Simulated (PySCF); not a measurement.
Molecule (SMILES): [Al][Cl] (Al-Cl) (closed-shell singlet).
Geometry (B3LYP-D3(BJ)/def2-TZVP, fixed):
```xyz
2

Al     0.0000     0.0000    -1.2241
Cl     0.0000     0.0000     0.9361
```

Basis-set convergence of the mean static polarisability at HF with PySCF. All functions are spherical. Density fitting with generated auxiliary sets. No added dispersion term, no relativity. Reference: the value in aug-pcseg-3, 53.80 bohr³, itself unsure by roughly 0.2 % (its mean distance from aug-cc-pV(Q+d)Z, aug-pcseg-2, aug-cc-pV(T+d)Z). Deviations are taken from unrounded values.

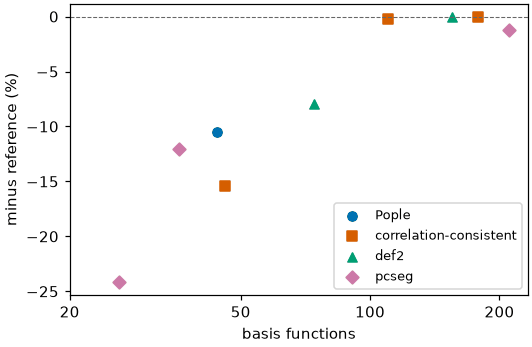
Figure. Deviation from the reference against the number of basis functions, by family of sets.

```
basis            functions  mean static polarisability (bohr³)  minus reference (%)
---------------  ---------  ----------------------------------  -------------------
pcseg-0                 26                               40.82                -24.1
pcseg-1                 36                               47.32                -12.0
6-31+G*                 44                               48.15                -10.5
cc-pV(D+d)Z             46                               45.51                -15.4
def2-TZVP               74                               49.53                 -7.9
aug-cc-pV(T+d)Z        110                               53.70                 -0.2
def2-QZVPPD            155                               53.79                  0.0
aug-cc-pV(Q+d)Z        178                               53.78                  0.0
pcseg-4                210                               53.13                 -1.3
```
